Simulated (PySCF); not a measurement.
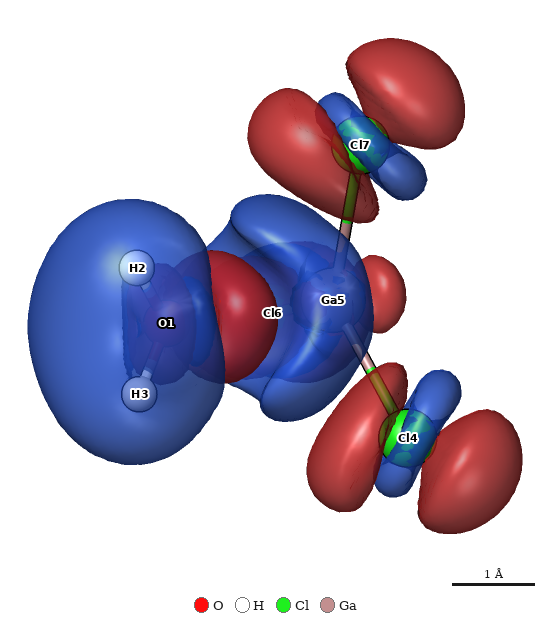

Cl₃GaH₂O, SMILES `O.Cl[Ga](Cl)Cl`. Density of the complex less the densities of the two fragments at the same geometry, ±0.004 e/Å³ (red: gain, blue: loss). Fragment A: H2O (atoms 1–3); fragment B: GaCl3.

Level of theory: r2SCAN/def2-SVPD (PySCF), at a geometry from GFN2-xTB. GFN2-xTB bond lengths at metals and heavier atoms can be off by up to 0.1 Å and shapes distorted, which carries into these values.

**Which way does charge flow?**

Hirshfeld charges show 0.097 e passing from A to B. By Hirshfeld charges, electrons gather most on Cl7 (−0.046 e) and leave H2 most (+0.040 e); 0.24 e is displaced in all, which induces a dipole of 1.96 D.

**What is the interaction energy, and which contacts carry it?**

The counterpoise-corrected interaction energy of the frozen fragments is −18.9 kcal/mol without dispersion correction and −19.5 kcal/mol with D3(BJ). The pair geometry is semi-empirical, not a minimum at this level. Contacts: O1···Ga5, 2.31 Å, ρ = 0.037 a.u. The pose is a local one from a semi-empirical search, not shown to be the most stable.

Cost of the run: 3.6 min on 1 thread of Arm Neoverse V1 (shared host), peak memory 0.64 GiB.
